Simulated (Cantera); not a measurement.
Input: 1 mol Si, 21 mol HCl, equilibrated at 1123 K.

Method: chemical equilibrium by Gibbs-energy minimisation in Cantera with the NASA 1993 tables (ideal gas, pure condensed phases). Candidate condensed phases: Si; 19 gas species. The tables' values for SiCl₃ are old estimates; treat these amounts as uncertain. Kinetics and transport are ignored.

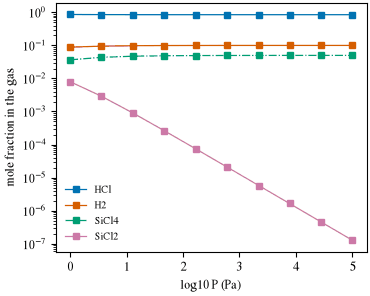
Equilibrium gas composition (values under 1e-9 drawn at 1e-9)

From 1.00e-5 bar to 1.00 bar nothing is condensed. The main Si-bearing gas is SiCl₄ throughout.
